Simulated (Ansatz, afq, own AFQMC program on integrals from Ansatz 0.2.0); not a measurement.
**GeH₄O (singlet): quantum Monte Carlo beside coupled cluster at distance Ge1–O2 = 1.454 Å, 6-31G, part 1 of 2**

How near does AFQMC come to the top of the ladder for GeH₄O (singlet)?

The runs use Ansatz 0.2.0, Gaussian basis, and an in-house AFQMC program (afq) on its integrals; all values are calculated; 6-31G, frozen cores.

To be run: PBE (unrestricted); r2SCAN (unrestricted); PBE0 (unrestricted); B3LYP (unrestricted); wB97M-V (unrestricted); B2PLYP (unrestricted); CCSD(T) on RHF; CCSDT(Q) on RHF; Phaseless AFQMC, CISD trial on RHF; Phaseless AFQMC, single-determinant trial on RHF; Free-projection AFQMC, CISD trial on RHF; UHF.

## (1) The system

The geometry derives from a PBE0/def2-TZVP stationary point (not a proven minimum). One bond is set to the value named and the two fragments are kept rigid. No spin-orbit coupling is included. The filled d shell of Ge may be among the frozen orbitals whatever the setting's name suggests; the logs give the count.

6 atoms, charge 0, spin multiplicity 1.

Atoms are counted from 1 here; the program's logs count them from 0.

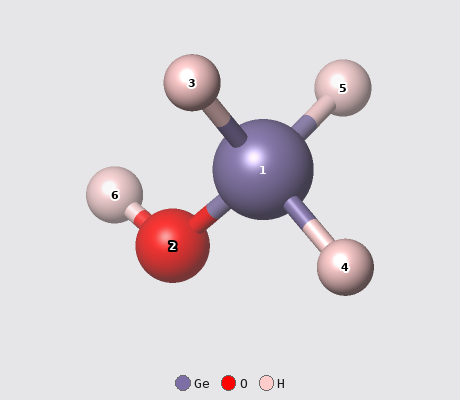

The geometry (germanium purple, oxygen red, hydrogen pink); atoms are numbered from 1 in the order of the file.

## (2) PBE (unrestricted)

File in.yaml:

```yaml
crystal:
  periodic: [false, false, false]
  atoms:
    - {symbol: Ge, position_ang: [0.000000, -0.007713, 0.255359]}
    - {symbol: O, position_ang: [0.000000, 0.087695, -1.195508]}
    - {symbol: H, position_ang: [1.259685, -0.756180, 0.732781]}
    - {symbol: H, position_ang: [0.000000, 1.447646, 0.730233]}
    - {symbol: H, position_ang: [-1.259685, -0.756180, 0.732781]}
    - {symbol: H, position_ang: [0.000000, -0.771420, -1.622215]}
basis:
  gaussian: {orbitals: 6-31G}
magnetization: {spin_polarized: true, initial_magnetization: 0}
hamiltonian: {xc: {name: PBE}}
output: {orbitals: {seedname: orbitals}}
```

Launch:

```bash
$ ansatz run in.yaml --threads 1 --pin off --events-out ev --progress --plain --max-ram 1382MiB
```

Output:

```text
Functional definition: PBE
  name "PBE"
  cite "Perdew, Burke & Ernzerhof, Phys. Rev. Lett. 77, 3865 (1996) doi:10.1103/PhysRevLett.77.3865"
  parent pbe
  parameter kappa = 0.804
  parameter beta = 0.06672455060314922
  exchange = pbe_x(kappa = kappa, mu = beta*pi^2/3)
  correlation = pbe_c(beta = beta)
458 factors; integrals over basis functions are off by at most 3.8e-4 eV
mean field evaluation 1: about -58599.5355 eV, gradient 4.3e1 eV
mean field evaluation 2: about -58573.1178 eV, gradient 9.3e1 eV
mean field evaluation 4: about -58605.7599 eV, gradient 3.6e0 eV
mean field evaluation 8: about -58605.7781 eV, gradient 2.8e-2 eV
mean field -58605.77814301 eV, -2153.7226223324 hartree, gradient 4.1e-5 eV, S^2 0.000000; 0 other end points of the search recorded, 0 dependent functions left out
reference -58605.77817856 eV, -2153.7226236389 hartree; 22, 22 occupied and 24, 24 virtual orbitals, 458 factors
Total energy: -58605.77817856 eV, -2153.7226236389 hartree
```

Wall time 1.3 s (1 thread of Arm Neoverse V2, shared host).

From the report: ⟨S²⟩ of the determinant 0.000 (pure singlet: 0.00).

## (3) r2SCAN (unrestricted)

in.yaml: that of step 2 with these lines changed.

```diff
@@ -12,3 +12,2 @@
 magnetization: {spin_polarized: true, initial_magnetization: 0}
-hamiltonian: {xc: {name: PBE}}
-output: {orbitals: {seedname: orbitals}}
+hamiltonian: {xc: {name: r2SCAN}}
```

Launched as before.

Output:

```text
Functional definition: r2SCAN
  name "r2SCAN"
  cite "Furness, Kaplan, Ning, Perdew & Sun, J. Phys. Chem. Lett. 11, 8208 (2020) doi:10.1021/acs.jpclett.0c02405"
  cite "Furness, Kaplan, Ning, Perdew & Sun, J. Phys. Chem. Lett. 11, 9248 (2020) doi:10.1021/acs.jpclett.0c03077"
  parent r2scan
  parameter k0 = 0.174
  parameter k1 = 0.065
  parameter a1 = 4.9479
  exchange = r2scan_x(k0 = k0, k1 = k1, a1 = a1)
  correlation = r2scan_c
458 factors; integrals over basis functions are off by at most 3.8e-4 eV
mean field evaluation 1: about -58610.2069 eV, gradient 4.0e1 eV
mean field evaluation 2: about -58595.9785 eV, gradient 7.3e1 eV
mean field evaluation 4: about -58615.4082 eV, gradient 2.1e0 eV
mean field evaluation 8: about -58615.4091 eV, gradient 3.8e-2 eV
mean field evaluation 16: about -58615.4091 eV, gradient 2.9e-5 eV
mean field -58615.40906254 eV, -2154.0765520972 hartree, gradient 2.9e-5 eV, S^2 0.000000; 0 other end points of the search recorded, 0 dependent functions left out
reference -58615.40907439 eV, -2154.0765525325 hartree; 22, 22 occupied and 24, 24 virtual orbitals, 458 factors
Total energy: -58615.40907439 eV, -2154.0765525325 hartree
```

Wall time 3 s (1 thread of Arm Neoverse V2, shared host).

From the report: ⟨S²⟩ of the determinant 0.000 (pure singlet: 0.00).

## (4) PBE0 (unrestricted)

in.yaml: that of step 3 with these lines changed.

```diff
@@ -12,2 +12,3 @@
 magnetization: {spin_polarized: true, initial_magnetization: 0}
-hamiltonian: {xc: {name: r2SCAN}}
+hamiltonian: {xc: {name: PBE0}}
+output: {orbitals: {seedname: orbitals}}
```

Launched as before.

Output:

```text
Functional definition: PBE0
  name "PBE0"
  cite "Adamo & Barone, J. Chem. Phys. 110, 6158 (1999) doi:10.1063/1.478522"
  cite "Perdew, Burke & Ernzerhof, Phys. Rev. Lett. 77, 3865 (1996) doi:10.1103/PhysRevLett.77.3865"
  parent pbe
  parameter a = 0.25
  parameter kappa = 0.804
  parameter beta = 0.06672455060314922
  exchange = (1 - a)*pbe_x(kappa = kappa, mu = beta*pi^2/3) + a*exact_x
  correlation = pbe_c(beta = beta)
458 factors; integrals over basis functions are off by at most 3.8e-4 eV
mean field evaluation 1: about -58603.2565 eV, gradient 3.6e1 eV
mean field evaluation 2: about -58597.2771 eV, gradient 5.4e1 eV
mean field evaluation 4: about -58607.5526 eV, gradient 1.1e0 eV
mean field evaluation 8: about -58607.6021 eV, gradient 8.4e-3 eV
mean field -58607.60209591 eV, -2153.7896513654 hartree, gradient 2.3e-5 eV, S^2 0.000000; 0 other end points of the search recorded, 0 dependent functions left out
reference -58607.60212182 eV, -2153.7896523172 hartree; 22, 22 occupied and 24, 24 virtual orbitals, 458 factors
Total energy: -58607.60212182 eV, -2153.7896523172 hartree
```

It took 1.8 s on 1 thread of Arm Neoverse V2, shared host.

From the report: ⟨S²⟩ of the determinant 0.000 (pure singlet: 0.00).

## (5) B3LYP (unrestricted)

in.yaml: that of step 4 with these lines changed.

```diff
@@ -12,3 +12,2 @@
 magnetization: {spin_polarized: true, initial_magnetization: 0}
-hamiltonian: {xc: {name: PBE0}}
-output: {orbitals: {seedname: orbitals}}
+hamiltonian: {xc: {name: B3LYP}}
```

The command is unchanged.

Output, cut to the lines that bear on the results:

```text
Functional definition: B3LYP
  name "B3LYP"
  cite "Stephens, Devlin, Chabalowski & Frisch, J. Phys. Chem. 98, 11623 (1994) doi:10.1021/j100096a001"
  cite "Becke, Phys. Rev. A 38, 3098 (1988) doi:10.1103/PhysRevA.38.3098"
  cite "Lee, Yang & Parr, Phys. Rev. B 37, 785 (1988) doi:10.1103/PhysRevB.37.785"
  cite "Vosko, Wilk & Nusair, Can. J. Phys. 58, 1200 (1980) doi:10.1139/p80-159"
[...]
458 factors; integrals over basis functions are off by at most 3.8e-4 eV
[...]
mean field -58618.32181828 eV, -2154.1835938960 hartree, gradient 2.3e-5 eV, S^2 0.000000; 0 other end points of the search recorded, 0 dependent functions left out
reference -58618.32202491 eV, -2154.1836014898 hartree; 22, 22 occupied and 24, 24 virtual orbitals, 458 factors
Total energy: -58618.32202491 eV, -2154.1836014898 hartree
```

Run time: 1.8 s. Hardware: 1 thread of Arm Neoverse V2, shared host.

From the report: ⟨S²⟩ of the determinant 0.000 (pure singlet: 0.00).

## (6) wB97M-V (unrestricted)

in.yaml: that of step 5 with these lines changed.

```diff
@@ -12,2 +12,3 @@
 magnetization: {spin_polarized: true, initial_magnetization: 0}
-hamiltonian: {xc: {name: B3LYP}}
+hamiltonian: {xc: {name: wB97M-V}}
+output: {orbitals: {seedname: orbitals}}
```

Launched as before.

Output, cut to the lines that bear on the results:

```text
Functional definition: wB97M-V
  name "wB97M-V"
  cite "Mardirossian & Head-Gordon, J. Chem. Phys. 144, 214110 (2016) doi:10.1063/1.4952647"
  cite "Becke, J. Chem. Phys. 107, 8554 (1997) doi:10.1063/1.475007"
  cite "Vydrov & Van Voorhis, J. Chem. Phys. 133, 244103 (2010) doi:10.1063/1.3521275"
  # Of w^i u^j: cxij and so on, Table III.
[...]
  gx(w, u) = 1 - cx + cx01*u + cx10*w
  gss(w, u) = css00 + css04*u^4 + css10*w + css20*w^2 + css43*w^4*u^3
  gos(w, u) = cos00 + cos10*w + (cos20 + cos21*u)*w^2 + (cos60 + cos61*u)*w^6
[...]
      + integral(e_c_pw_mod_opposite_spin*gos(b97_w_opposite, b97_u_opposite)) + vv10(b, c)
458 factors; integrals over basis functions are off by at most 3.8e-4 eV
155 factors; integrals over basis functions are off by at most 4.0e-6 eV
[...]
mean field -58612.82142122 eV, -2153.9814580325 hartree, gradient 6.7e-5 eV, S^2 0.000000; 0 other end points of the search recorded, 0 dependent functions left out
reference -58612.82146233 eV, -2153.9814595433 hartree; 22, 22 occupied and 24, 24 virtual orbitals, 458 factors
Total energy: -58612.82146233 eV, -2153.9814595433 hartree
```

Wall time 8 s (1 thread of Arm Neoverse V2, shared host).

From the report: ⟨S²⟩ of the determinant 0.000 (pure singlet: 0.00).

## (7) B2PLYP (unrestricted)

in.yaml: that of step 6 with these lines changed.

```diff
@@ -12,3 +12,3 @@
 magnetization: {spin_polarized: true, initial_magnetization: 0}
-hamiltonian: {xc: {name: wB97M-V}}
-output: {orbitals: {seedname: orbitals}}
+hamiltonian: {xc: {name: B2PLYP}}
+correlation: {electrons: outside_noble_gas}
```

Launched as before.

Output, cut to the lines that bear on the results:

```text
Functional definition: B2PLYP
  name "B2PLYP"
  cite "Grimme, J. Chem. Phys. 124, 034108 (2006) doi:10.1063/1.2148954"
  cite "Becke, Phys. Rev. A 38, 3098 (1988) doi:10.1103/PhysRevA.38.3098"
  cite "Lee, Yang & Parr, Phys. Rev. B 37, 785 (1988) doi:10.1103/PhysRevB.37.785"
[...]
458 factors; integrals over basis functions are off by at most 3.8e-4 eV
[...]
mean field -58601.05163739 eV, -2153.5489264546 hartree, gradient 9.5e-6 eV, S^2 0.000000; 0 other end points of the search recorded, 0 dependent functions left out
15 core orbitals not correlated: weight in the atoms' cores, before any rotation towards them, 0.846 or more for the frozen orbitals, at most 0.144 for the correlated occupied ones
reference -58601.05176712 eV, -2153.5489312221 hartree; 7, 7 occupied and 24, 24 virtual orbitals, 458 factors
second order -5.98863133 eV of doubles, -0.00000000 eV of singles
Total energy: -58602.66869758 eV, -2153.6083523204 hartree
```

Wall time 1.6 s (1 thread of Arm Neoverse V2, shared host).

From the report: ⟨S²⟩ of the determinant 0.000 (pure singlet: 0.00).

## (8) CCSD(T) on RHF

in.yaml: that of step 7 with these lines changed.

```diff
@@ -11,4 +11,3 @@
   gaussian: {orbitals: 6-31G}
-magnetization: {spin_polarized: true, initial_magnetization: 0}
-hamiltonian: {xc: {name: B2PLYP}}
-correlation: {electrons: outside_noble_gas}
+magnetization: {spin_polarized: false}
+correlation: {method: ccsd_t, electrons: outside_noble_gas, hamiltonian_folder: ham}
```

Same command.

Output, cut to the lines that bear on the results:

```text
Functional definition: HF
  name "HF"
  cite "Fock, Z. Phys. 61, 126 (1930) doi:10.1007/BF01340294"
  parent pbe
[...]
458 factors; integrals over basis functions are off by at most 3.8e-4 eV
[...]
mean field -58560.68346907 eV, -2152.0654236313 hartree, gradient 2.5e-6 eV, S^2 0.000000; 0 other end points of the search recorded, 0 dependent functions left out
15 core orbitals not correlated: weight in the atoms' cores, before any rotation towards them, 0.894 or more for the frozen orbitals, at most 0.098 for the correlated occupied ones
reference -58560.68346907 eV, -2152.0654236313 hartree; 7, 7 occupied and 24, 24 virtual orbitals, 458 factors
second order -4.80263050 eV of doubles, -0.00000000 eV of singles
cycle   1  -5.05382074 eV  change   -2.5e-1 eV  update   6.3e-2
[...]
cycle   8  -5.31161108 eV  change    2.2e-6 eV  update   1.3e-5
perturbative correction -0.06948001 eV, -0.0025533431 hartree
Total energy: -58566.06456016 eV, -2152.2631750815 hartree
```

It took 0.57 s on 1 thread of Arm Neoverse V2, shared host.

From the report: correlation -5.3811 eV; T1 0.010; largest double amplitude 0.04.

This run also writes the integrals to the folder ham.

(Continued in part 2 of 2.)
